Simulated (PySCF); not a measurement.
# B²⁺: dipole response in dyall-acv3z

Aim: the static polarisability and the C₆ coefficient of B²⁺, method by method.

Program: PySCF 2.14.0. Level of theory: unrestricted determinants in a Gaussian basis, no spin-orbit coupling in the energies. These are calculated values, not measurements, unless marked.

## (1) The system

```
Element     : boron (Z = 5)
Basis       : dyall-acv3z (15s9p4d2f, 76 functions)
Hamiltonian : the spin-free X2C one-electron Hamiltonian (Gaussian nucleus)
State 1     : B²⁺: [He] 2s1, 2S determinant
Methods     : UHF, PBE, PBE0, r2SCAN0, M06-L
```

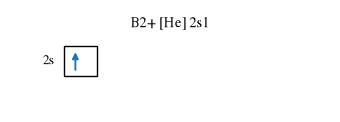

The shells outside the core, filled by Hund's rule for the drawing.

The runs were made by one driver on top of PySCF. The scripts below sum up each run's settings (the driver also hands on starting orbitals that pick excited configurations, and frozen orbitals as a list rather than a count), and the logs come from the driver's own runs. The driver starts from symmetry-adapted Hartree-Fock orbitals, holds the occupation by maximum overlap and uses a logarithmic radial grid for functionals, so a plain start would take other cycles.

The integrals over 76 functions and the set-up took 0.13 s of CPU time.

## (2) B²⁺: the ladder of methods

UHF:

input.py

```python
from pyscf import gto, scf, dft, mp, cc
import basis_set_exchange as bse
mol = gto.M(atom="B 0 0 0", charge=2, spin=1, symmetry="D2h",
            basis=gto.basis.parse(bse.get_basis("dyall-acv3z", elements=["B"], fmt="nwchem")),
            nucmod="G")
mf = scf.UHF(mol).sfx2c1e()
mf.irrep_nelec = {'Ag': (2, 1)}
mf.kernel()
```

Log:

```text
damping factor = 0
level_shift factor = 0
DIIS = <class 'pyscf.scf.diis.CDIIS'>
diis_start_cycle = 1
diis_space = 10
diis_damp = 0
SCF conv_tol = 1e-09
SCF conv_tol_grad = None
number electrons alpha = 2  beta = 1
cycle= 1 E= -23.3826585429238  delta_E= -5.12e-13  |g|= 2.08e-07  |ddm|= 3.86e-06
converged SCF energy = -23.3826585429238  <S^2> = 0.75001734  2S+1 = 2.0000173
```

CPU time 2 s on a shared host, the integrals not counted.

The occupied shells:

```csv
shell,electrons,mean orbital energy (eV),spread (eV),rms radius (bohr)
1s α,1,-240.60,0,0.377
1s β,1,-238.85,0,0.377
2s α,1,-37.834,0,1.77
```

⟨S²⟩ = 0.750, ⟨L²⟩ = 0.00.

The driver then solved the coupled dipole response at imaginary frequencies: mean α = 7.933 bohr³, C₆ = 11.14 au for a like pair.

PBE:

Changes to input.py:

```diff
@@ -5,3 +5,3 @@
             nucmod="G")
-mf = scf.UHF(mol).sfx2c1e()
+mf = dft.UKS(mol, xc="PBE").sfx2c1e()
 mf.irrep_nelec = {'Ag': (2, 1)}
```

Log:

```text
damping factor = 0
level_shift factor = 0
DIIS = <class 'pyscf.scf.diis.CDIIS'>
diis_start_cycle = 1
diis_space = 10
diis_damp = 0
SCF conv_tol = 1e-09
SCF conv_tol_grad = None
number electrons alpha = 2  beta = 1
XC functionals = PBE
    J. P. Perdew, K. Burke, and M. Ernzerhof.,  Phys. Rev. Lett. 77, 3865 (1996)
    J. P. Perdew, K. Burke, and M. Ernzerhof.,  Phys. Rev. Lett. 78, 1396 (1997)
    J. P. Perdew, K. Burke, and M. Ernzerhof.,  Phys. Rev. Lett. 77, 3865 (1996)
    J. P. Perdew, K. Burke, and M. Ernzerhof.,  Phys. Rev. Lett. 78, 1396 (1997)
cycle= 1 E= -23.3959934093987  delta_E= -0.00199  |g|= 0.00815  |ddm|= 0.08
cycle= 2 E= -23.3959970294936  delta_E= -3.62e-06  |g|= 0.00102  |ddm|= 0.0018
cycle= 3 E= -23.3959970948431  delta_E= -6.53e-08  |g|= 1.58e-05  |ddm|= 0.000267
cycle= 4 E= -23.3959970948774  delta_E= -3.44e-11  |g|= 8.81e-07  |ddm|= 1.98e-05
converged SCF energy = -23.3959970948774  <S^2> = 0.75000052  2S+1 = 2.0000005
```

It used 0.91 s of CPU time after the integrals (shared host).

The driver then solved the coupled dipole response at imaginary frequencies: mean α = 6.974 bohr³, C₆ = 9.254 au for a like pair.

PBE0:

Changes to input.py:

```diff
@@ -5,3 +5,3 @@
             nucmod="G")
-mf = dft.UKS(mol, xc="PBE").sfx2c1e()
+mf = dft.UKS(mol, xc="PBE0").sfx2c1e()
 mf.irrep_nelec = {'Ag': (2, 1)}
```

Log:

```text
damping factor = 0
level_shift factor = 0
DIIS = <class 'pyscf.scf.diis.CDIIS'>
diis_start_cycle = 1
diis_space = 10
diis_damp = 0
SCF conv_tol = 1e-09
SCF conv_tol_grad = None
number electrons alpha = 2  beta = 1
XC functionals = PBE0
    C. Adamo and V. Barone.,  J. Chem. Phys. 110, 6158 (1999)
    M. Ernzerhof and G. E. Scuseria.,  J. Chem. Phys. 110, 5029 (1999)
cycle= 1 E= -23.4061341004435  delta_E= -0.00106  |g|= 0.00516  |ddm|= 0.0648
cycle= 2 E= -23.4061357567758  delta_E= -1.66e-06  |g|= 0.000316  |ddm|= 0.00346
cycle= 3 E= -23.4061357673411  delta_E= -1.06e-08  |g|= 2.2e-05  |ddm|= 0.000197
cycle= 4 E= -23.4061357674709  delta_E= -1.3e-10  |g|= 1.94e-06  |ddm|= 3.21e-05
converged SCF energy = -23.4061357674709  <S^2> = 0.75000198  2S+1 = 2.000002
```

CPU time 2.4 s on a shared host, the integrals not counted.

The driver then solved the coupled dipole response at imaginary frequencies: mean α = 7.190 bohr³, C₆ = 9.668 au for a like pair.

r2SCAN0:

Changes to input.py:

```diff
@@ -5,3 +5,3 @@
             nucmod="G")
-mf = dft.UKS(mol, xc="PBE0").sfx2c1e()
+mf = dft.UKS(mol, xc="HYB_MGGA_XC_R2SCAN0").sfx2c1e()
 mf.irrep_nelec = {'Ag': (2, 1)}
```

Log:

```text
damping factor = 0
level_shift factor = 0
DIIS = <class 'pyscf.scf.diis.CDIIS'>
diis_start_cycle = 1
diis_space = 10
diis_damp = 0
SCF conv_tol = 1e-09
SCF conv_tol_grad = None
number electrons alpha = 2  beta = 1
XC functionals = HYB_MGGA_XC_R2SCAN0
    M. Bursch, H. Neugebauer, S. Ehlert, and S. Grimme.,  J. Chem. Phys. 156, 134105 (2022)
cycle= 1 E= -23.4319610125663  delta_E= -0.000462  |g|= 0.00361  |ddm|= 0.0269
cycle= 2 E= -23.4319625674146  delta_E= -1.55e-06  |g|= 0.00028  |ddm|= 0.00298
cycle= 3 E= -23.4319625939914  delta_E= -2.66e-08  |g|= 3.64e-05  |ddm|= 0.000411
cycle= 4 E= -23.4319625944034  delta_E= -4.12e-10  |g|= 2.1e-06  |ddm|= 5.08e-05
converged SCF energy = -23.4319625944034  <S^2> = 0.75001637  2S+1 = 2.0000164
```

It used 4.4 s of CPU time after the integrals (shared host).

The driver then solved the coupled dipole response at imaginary frequencies: mean α = 8.532 bohr³, C₆ = 12.64 au for a like pair.

M06-L:

Changes to input.py:

```diff
@@ -5,3 +5,3 @@
             nucmod="G")
-mf = dft.UKS(mol, xc="HYB_MGGA_XC_R2SCAN0").sfx2c1e()
+mf = dft.UKS(mol, xc="M06L").sfx2c1e()
 mf.irrep_nelec = {'Ag': (2, 1)}
```

Log:

```text
damping factor = 0
level_shift factor = 0
DIIS = <class 'pyscf.scf.diis.CDIIS'>
diis_start_cycle = 1
diis_space = 10
diis_damp = 0
SCF conv_tol = 1e-09
SCF conv_tol_grad = None
number electrons alpha = 2  beta = 1
XC functionals = M06L
    Y. Zhao and D. G. Truhlar.,  J. Chem. Phys. 125, 194101 (2006)
    Y. Zhao and D. G. Truhlar.,  J. Chem. Phys. 125, 194101 (2006)
    Y. Zhao and D. G. Truhlar.,  Theor. Chem. Acc. 120, 215 (2008)
cycle= 1 E= -23.4463096463416  delta_E= -0.00197  |g|= 0.173  |ddm|= 0.102
cycle= 2 E= -23.4463322340377  delta_E= -2.26e-05  |g|= 0.0347  |ddm|= 0.0232
cycle= 3 E= -23.4463328477064  delta_E= -6.14e-07  |g|= 0.00271  |ddm|= 0.00247
cycle= 4 E= -23.4463328518373  delta_E= -4.13e-09  |g|= 0.000288  |ddm|= 0.000513
cycle= 5 E= -23.4463328522057  delta_E= -3.68e-10  |g|= 3.84e-05  |ddm|= 0.000165
cycle= 6 E= -23.4463328522421  delta_E= -3.65e-11  |g|= 3.56e-06  |ddm|= 5.05e-05
converged SCF energy = -23.4463328522421  <S^2> = 0.75003568  2S+1 = 2.0000357
```

CPU time 3.8 s on a shared host, the integrals not counted.

The driver then solved the coupled dipole response at imaginary frequencies: mean α = 9.384 bohr³, C₆ = 14.33 au for a like pair.

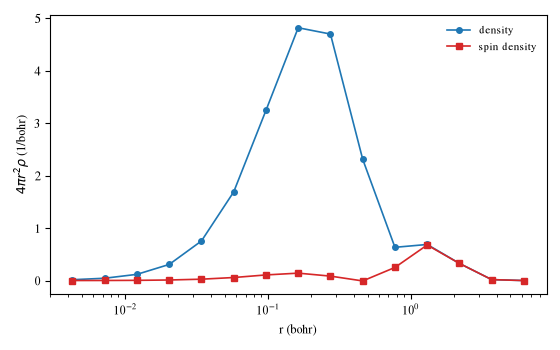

Radial density 4πr²ρ of B²⁺ at UHF, at 15 stored radii joined by straight lines.

## (3) Polarisabilities and C₆

B²⁺, in atomic units:

```csv
method,mean α,C₆ (like pair),S(−4)
UHF,7.933,11.14,155.3
PBE,6.974,9.254,119.7
PBE0,7.190,9.668,127.3
r2SCAN0,8.532,12.64,173.4
M06-L,9.384,14.33,216.9
```

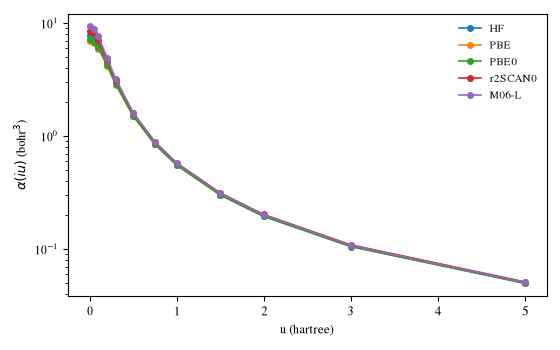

α(iu) of B²⁺, the polarisability at imaginary frequency, on a logarithmic scale.

## (4) Results

| quantity | value |
| --- | --- |
| α of B²⁺ | 6.974 (PBE) to 9.384 (M06-L) bohr³ |

A single London oscillator with the computed α and C₆ of B²⁺ at UHF would have ω = 4 C₆ / (3 α²) = 0.236 hartree. The basis is finite, and no extrapolation was made.
